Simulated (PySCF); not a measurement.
**One shape, several levels: InSiH5 (SMILES [SiH3][InH2])**

We compute a comparison of 3 runs (HF/STO-3G, BP86/def2-SVPD, CCSD(T)/STO-3G) of InSiH5. The job is set up through a Python script.

The calculation is run with PySCF 2.14.0.

**1. The system as given**

InSiH5 has 7 atoms, charge 0, and is taken as a singlet. As SMILES, `[SiH3][InH2]`. The coordinates come from a PBE0-D4/def2-TZVP relaxation.

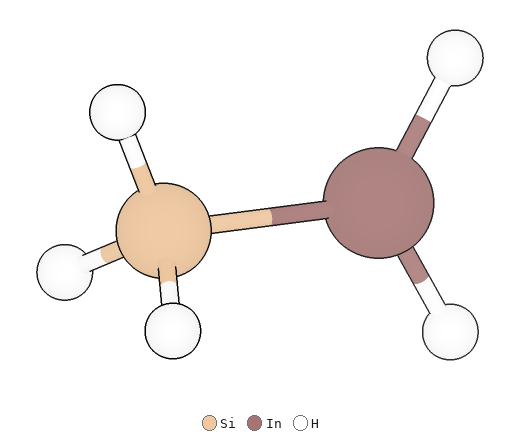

The structure, seen from a chosen angle (silicon light orange, indium brown, hydrogen white).

**2. Energy and gradient at HF/STO-3G (run 1)**

Contents of run.py:

```python
from pyscf import gto, scf

mol = gto.Mole()
mol.atom = '''
Si      -0.667100      -0.641500      -0.642100
In       0.830800       0.837600       0.840500
H       -2.119900      -0.371100      -0.463600
H       -0.432000      -2.083300      -0.345900
H       -0.338000      -0.425500      -2.080000
H        0.179100       2.062100       1.872000
H        2.547100       0.621800       0.819100
'''
mol.basis = 'sto-3g'
mol.verbose = 3
mol.max_memory = 1860
mol.build()

calc0 = scf.RHF(mol)
calc0.conv_tol = 1e-10
calc0.kernel()
if not calc0.converged:
    calc0 = calc0.newton().run(calc0.mo_coeff, calc0.mo_occ)

etot = calc0.e_tot
print(f'total energy: {etot:.8f} hartree')
grad = calc0.nuc_grad_method().kernel()
dip = calc0.dip_moment()
pop, q = calc0.mulliken_pop()
```

Launch:

```console
$ OMP_NUM_THREADS=1 python run.py
```

The program printed:

```text
converged SCF energy = -5971.37788411496
total energy: -5971.37788411 hartree
--------------- RHF gradients ---------------
         x                y                z
0 Si     0.0037236724     0.0072557901     0.0075194022
1 In    -0.0139731257    -0.0132691220    -0.0133161769
2 H    -0.0311196753     0.0081473103     0.0059957373
3 H     0.0080588097    -0.0310190833     0.0088556525
4 H     0.0102344494     0.0070611790    -0.0308836358
5 H    -0.0124377957     0.0256414121     0.0217068758
6 H     0.0355136652    -0.0038174862     0.0001221450
----------------------------------------------
Dipole moment(X, Y, Z, Debye):  0.19535,  0.28703,  0.29263
 ** Mulliken pop  **
pop of  0 Si 1s           1.99962
pop of  0 Si 2s           1.98765
pop of  0 Si 3s           1.26823
pop of  0 Si 2px          1.96484
pop of  0 Si 2py          1.96520
pop of  0 Si 2pz          1.96524
pop of  0 Si 3px          0.80258
pop of  0 Si 3py          0.80837
pop of  0 Si 3pz          0.80923
pop of  1 In 1s           2.00000
pop of  1 In 2s           1.99974
pop of  1 In 3s           1.99858
pop of  1 In 4s           2.00683
pop of  1 In 5s           1.11870
pop of  1 In 2px          2.00005
pop of  1 In 2py          2.00006
pop of  1 In 2pz          2.00006
pop of  1 In 3px          1.99835
pop of  1 In 3py          1.99803
pop of  1 In 3pz          1.99795
pop of  1 In 4px          1.99587
pop of  1 In 4py          1.99169
pop of  1 In 4pz          1.99063
pop of  1 In 5px          0.74614
pop of  1 In 5py          0.42898
pop of  1 In 5pz          0.35045
pop of  1 In 3dxy         1.99954
pop of  1 In 3dyz         1.99898
pop of  1 In 3dz^2        1.99967
pop of  1 In 3dxz         1.99966
pop of  1 In 3dx2-y2      1.99906
pop of  1 In 4dxy         1.98571
pop of  1 In 4dyz         1.96765
pop of  1 In 4dz^2        1.98980
pop of  1 In 4dxz         1.98942
pop of  1 In 4dx2-y2      1.97075
pop of  2 H 1s            1.16901
pop of  3 H 1s            1.17048
pop of  4 H 1s            1.17077
pop of  5 H 1s            1.19777
pop of  6 H 1s            1.19866
 ** Mulliken atomic charges  **
charge of    0Si =      0.42904
charge of    1In =      0.47766
charge of    2H =     -0.16901
charge of    3H =     -0.17048
charge of    4H =     -0.17077
charge of    5H =     -0.19777
charge of    6H =     -0.19866
```

Run time: 2.5 s. Hardware: 1 thread of Intel Xeon Platinum 8375C at 2.90GHz (Ice Lake), shared host; peak memory 0.12 GiB.

**3. Energy and gradient at BP86/def2-SVPD (core potential) (run 2)**

Contents of calc.py:

```python
# [SiH3][InH2]
from pyscf import gto, dft

mol = gto.M(
    atom='''
Si    -1.260636    -1.212259    -1.213393
In     1.569984     1.582835     1.588315
H     -4.006030    -0.701277    -0.876077
H     -0.816362    -3.936866    -0.653656
H     -0.638727    -0.804078    -3.930630
H      0.338450     3.896804     3.537567
H      4.813321     1.175032     1.547875
''',
    charge=0,
    max_memory=1860,
    basis='def2-svpd',
    unit='bohr',
    verbose=3,
    ecp={'In': 'def2-svp'},
)

ks = dft.RKS(mol)
ks.xc = 'bp86'
ks.conv_tol = 1e-10
ks.grids.level = 5
ks.kernel()
if not ks.converged:
    ks = ks.newton().run(ks.mo_coeff, ks.mo_occ)

energy = ks.e_tot
print(f'total energy: {energy:.8f} hartree')
grad = ks.nuc_grad_method().kernel()
dip = ks.dip_moment()
pop, q = ks.mulliken_pop()
```

Launch:

```console
$ OMP_NUM_THREADS=1 python calc.py
```

The program printed:

```text
converged SCF energy = -482.644248891166
total energy: -482.64424889 hartree
[... 10 lines left out ...]
Dipole moment(X, Y, Z, Debye): -0.04257,  0.01121,  0.01345
[... 104 lines left out ...]
charge of    6H =      0.01696
```

It took 22 s on 1 thread of Intel Xeon Platinum 8375C at 2.90GHz (Ice Lake), shared host; peak memory 0.94 GiB.

**4. The energy at CCSD(T)/STO-3G (run 3)**

Contents of job.py:

```python
from pyscf import gto, scf, cc

system = gto.Mole()
system.atom = '''
Si    -1.260636    -1.212259    -1.213393
In     1.569984     1.582835     1.588315
H     -4.006030    -0.701277    -0.876077
H     -0.816362    -3.936866    -0.653656
H     -0.638727    -0.804078    -3.930630
H      0.338450     3.896804     3.537567
H      4.813321     1.175032     1.547875
'''
system.basis = 'sto-3g'
system.unit = 'bohr'
system.verbose = 3
system.charge = 0
system.max_memory = 1860
system.build()

mf = scf.RHF(system)
mf.conv_tol = 1e-10
mf.kernel()
if not mf.converged:
    mf = mf.newton().run(mf.mo_coeff, mf.mo_occ)

mycc = cc.CCSD(mf, frozen=23)
mycc.kernel()
e_t = mycc.ccsd_t()
etot = mycc.e_tot + e_t
print('E(%s) = %.9f' % ('CCSD(T)', etot))
mf.analyze()
```

Launch:

```console
$ OMP_NUM_THREADS=1 python job.py
```

The program printed:

```text
converged SCF energy = -5971.37788416712
E(CCSD) = -5971.48034542361  E_corr = -0.1024612564871652
CCSD(T) correction = -0.000869278193298886
E(CCSD(T)) = -5971.481214702
**** MO energy ****
MO #1   energy= -986.84885487083   occ= 2
MO #2   energy= -145.985951071736  occ= 2
MO #3   energy= -137.997758786249  occ= 2
MO #4   energy= -137.996227054745  occ= 2
MO #5   energy= -137.996160845915  occ= 2
MO #6   energy= -67.9219208448816  occ= 2
MO #7   energy= -27.6747338647159  occ= 2
MO #8   energy= -24.6944297938437  occ= 2
MO #9   energy= -24.6895337003203  occ= 2
MO #10  energy= -24.6893565741838  occ= 2
MO #11  energy= -16.5601363572134  occ= 2
MO #12  energy= -16.5596163523529  occ= 2
MO #13  energy= -16.5594379242455  occ= 2
MO #14  energy= -16.5543542771133  occ= 2
MO #15  energy= -16.5538680064436  occ= 2
MO #16  energy= -5.91064794707117  occ= 2
MO #17  energy= -4.21880160699665  occ= 2
MO #18  energy= -3.93573368155956  occ= 2
MO #19  energy= -3.93548763825523  occ= 2
MO #20  energy= -3.93531014781185  occ= 2
MO #21  energy= -3.04163225571191  occ= 2
MO #22  energy= -3.02832216376194  occ= 2
MO #23  energy= -3.02629084417269  occ= 2
MO #24  energy= -0.654732699933693 occ= 2
MO #25  energy= -0.541322002366619 occ= 2
MO #26  energy= -0.534379655782198 occ= 2
MO #27  energy= -0.532403418941558 occ= 2
MO #28  energy= -0.530704229793343 occ= 2
MO #29  energy= -0.522832559741537 occ= 2
MO #30  energy= -0.424489935753986 occ= 2
MO #31  energy= -0.400720984340868 occ= 2
MO #32  energy= -0.39942410464319  occ= 2
MO #33  energy= -0.314652855739093 occ= 2
MO #34  energy= -0.264436831908275 occ= 2
MO #35  energy= 0.200745716964679  occ= 0
MO #36  energy= 0.369221593383264  occ= 0
MO #37  energy= 0.490759127065694  occ= 0
MO #38  energy= 0.523168977552641  occ= 0
MO #39  energy= 0.569221512140504  occ= 0
MO #40  energy= 0.572864303045163  occ= 0
MO #41  energy= 0.640095462751707  occ= 0
 ** Mulliken atomic charges  **
charge of    0Si =      0.40308
charge of    1In =      0.36379
charge of    2H =     -0.15069
charge of    3H =     -0.15173
charge of    4H =     -0.15195
charge of    5H =     -0.15567
charge of    6H =     -0.15683
Dipole moment(X, Y, Z, Debye):  0.19535,  0.28703,  0.29263
```

Run time: 1 s. Hardware: 1 thread of Intel Xeon Platinum 8375C at 2.90GHz (Ice Lake), shared host; peak memory 0.12 GiB.

**5. The series**

| run | level | core potential | integration grid | energy (Eh) | dipole moment (D) of the reference | HOMO energy (eV) | LUMO energy (eV) | wall time |
| --- | --- | --- | --- | --- | --- | --- | --- | --- |
| 1 | HF/STO-3G | – | – | -5971.377884 | 0.45 | -7.20 | 5.46 | 2.5 s |
| 2 | BP86/def2-SVPD (core potential) | def2-svp | 5 | -482.644249 | 0.05 | -6.49 | -2.96 | 22 s |
| 3 | CCSD(T)/STO-3G | – | – | -5971.481215 | 0.45 | -7.20 | 5.46 | 1 s |

**6. Outcome**

| quantity | value |
| --- | --- |
| run 3: total energy | -5971.48121 Eh |
| run 3: dipole moment (Hartree–Fock density) | 0.45 D |
| run 3: HOMO energy (Hartree–Fock orbitals) | -7.20 eV |
| run 3: LUMO energy (Hartree–Fock orbitals) | 5.46 eV |
| run 3: HOMO–LUMO gap (Hartree–Fock orbitals) | 12.66 eV |
| run 3: correlation energy (23 core orbitals frozen) | -103.3 mEh |
| run 3: (T) correction | -0.87 mEh |
| run 3: T1 diagnostic | 0.005 |

**Reading.** Some runs of one species differ in core potentials or relativity; totals across that change don't compare. In runs 1, 3 the basis is minimal, so the values are rough. In runs 1, 3 relativity is left out where basis or elements ask for it. All runs together took 26 s, the longest 22 s.
